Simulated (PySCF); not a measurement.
NO (charge −1, triplet)

```xyz
2

N     0.0000    0.0000   -0.6745
O     0.0000    0.0000    0.5905
```

The calculation used PySCF, PBE0/def2-SVPD, non-relativistic Hamiltonian with scalar-relativistic core potentials where named, at a bond length of 1.265 Å.

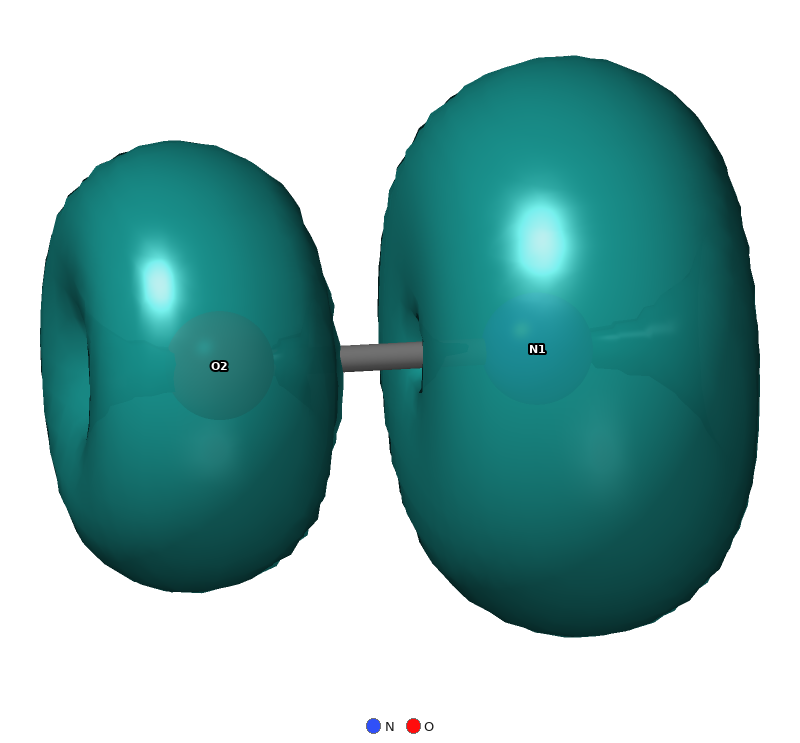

Figure 1. Isosurface of the spin density (α minus β) at +0.06 e/Å³ (teal), seen from one side.

Describe the spin distribution.

Answer. The unpaired spin (2 electrons) lies mostly on N1 (about 1.4) and O2 (about 0.6), in electrons by Hirshfeld's partition.

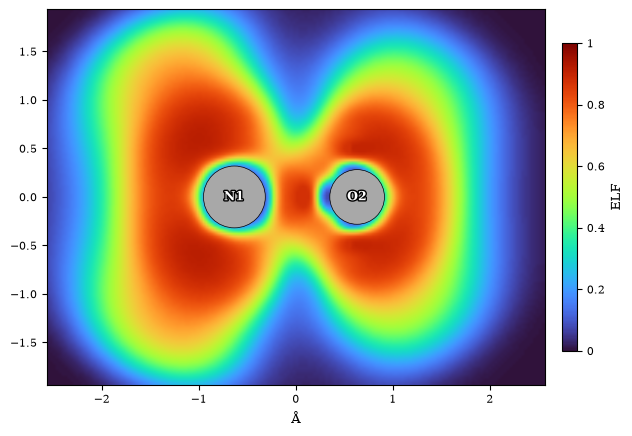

Figure 2. Electron localisation function on a plane that holds the molecular axis. Grey discs cover the atomic cores.

Describe what can be read from this map.

Answer. The section cuts through N and O sites. N–O (1.26 Å): the ELF peaks at about 0.85 between the atoms: localised, covalent bonding. The ELF also peaks beside N1 and O2, away from the bonds: non-bonding electrons, paired or unpaired.
